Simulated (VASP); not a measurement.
Band structure of AlClO (space group Pmmn). Calculation: LDA (Ceperley-Alder, Perdew-Zunger), VASP's LDA PAW potentials (set 64) (plane waves; VASP).

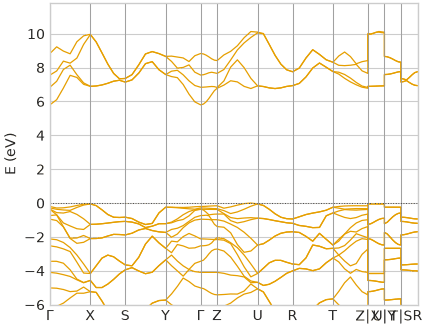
Figure. Bands along high-symmetry lines, zero at the valence-band maximum or, without a gap, the Fermi level

Problem. Read the plot: is there a gap, and where are the band edges?

Solution. The gap is indirect, 5.80 eV, from the valence maximum at Z-U at 0.83 to the conduction minimum at Γ. (Edges off the drawn lines would not show.)

The structure comes from a computed database's AlClO entry (Pmmn); how it stands against other phases isn't given here. It was relaxed first, which changed the volume by -5 %.
